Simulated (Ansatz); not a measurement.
# Fields on a plane of CdS (zinc blende)

```xyz
2
Lattice="0.0000 2.9395 2.9395 2.9395 0.0000 2.9395 2.9395 2.9395 0.0000" Properties=species:S:1:pos:R:3 pbc="T T T"
S      4.4093     4.4093     4.4093
Cd     0.0000     0.0000     0.0000
```

The slice is a {110} plane (indices of the conventional cell) through the point (0.750, 0.750, 0.750) (fractional), spanned by u = [100] and v = [1 -1 -1] in vectors of this cell: u (4.16 Å) and v (5.88 Å, at 90° to u). It covers one period; positions are fractions (u, v).

Atoms on it: S at (0.00, 0.00); Cd at (0.50, 0.75).

Computed with r2SCAN (plane waves to 500 eV, PAW, scalar-relativistic; Ansatz, a quantum-chemistry and plane-wave program). k mesh 10×10×10. Near the nuclei the fields are pseudised (PAW); where an atom keeps semicore shells as valence, they peak there. CdS was relaxed with its symmetry unable to fall. The PAW data are Ansatz's earlier set.

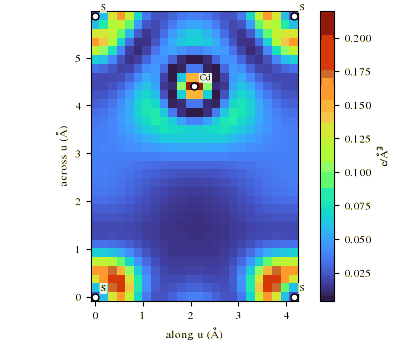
Figure: Density of the lowest conduction band (whole band as if filled, smooth part) in e/Å³, one period of the plane, atoms marked. 

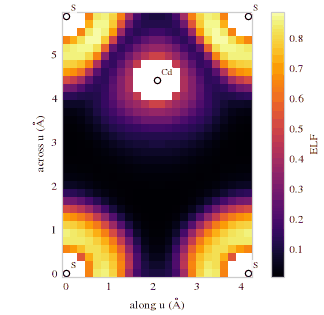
Figure: Electron localisation function (ELF), one period of the plane, atoms marked. Points within 0.5 Å of a nucleus are left white, as the pseudised field means little there.

The density on the S–Cd line (2.55 Å) at its density minimum, 1.3 Å from S comes out as 0.40 e/Å³. The ELF at that point is 0.2. Element round which the density of the highest valence band (whole band, smooth part) is largest on this plane: S.
